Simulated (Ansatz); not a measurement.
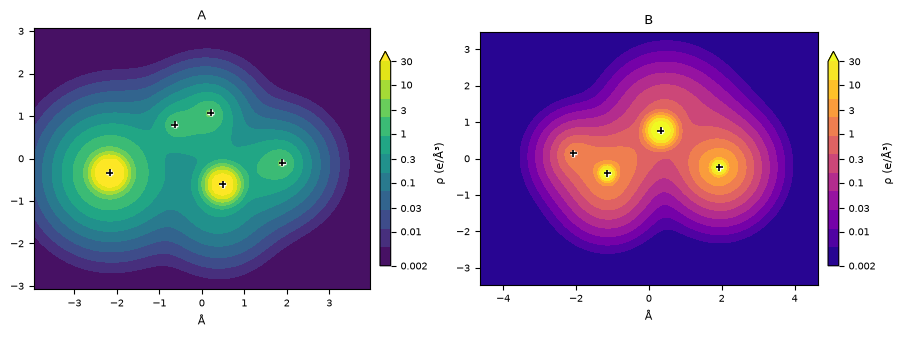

The total electron density of 2 systems, each on a plane through atoms (crosses mark nuclei in the plane).

These are results of RKS PBE0-D4/def2-TZVPP in Ansatz 0.2.0, not measurements.

System 1: SiH4···Br···H, the plane of atoms H4, Si1 and H7. A transition-state structure; geometry: PBE0-D4/def2-TZVP.

```xyz
7

Si   -0.4737   -0.2617    0.1448
Br    1.3464    0.1143   -1.7786
H    -1.4430    0.3156   -0.8003
H    -1.0618   -0.0468    1.5057
H    -0.0662   -1.6759    0.1116
H     1.0326    0.7205    0.0082
H     0.6656    0.8340    0.8086
```

System 2: CH7NSi, the plane of atoms C2, Si1 and N4. A transition-state structure; geometry: PBE0-D4/def2-TZVP.

```csv
atom,x (Å),y (Å),z (Å)
Si,-0.7389,0.1700,0.4334
C,0.8945,1.1010,0.5765
H,-1.3023,-1.3625,0.4094
N,-0.4884,-1.3543,-0.6627
H,-1.5778,0.9621,-0.5238
H,1.6210,0.5533,1.1798
H,1.3185,1.2746,-0.4178
H,0.7320,2.0724,1.0527
H,0.2279,-2.0132,-0.3907
H,-0.6865,-1.4035,-1.6569
```

**Which map belongs to which system?**

Panel A is system 1, SiH4···Br···H: the plane holds Si, Br and H. H6···H7 (0.89 Å): the density falls to about 1.3 e/Å³ on the way. Panel B is system 2, CH7NSi: the plane holds Si, C, N and H. C–Si (1.89 Å): ρ at the midpoint is about 0.93 e/Å³.
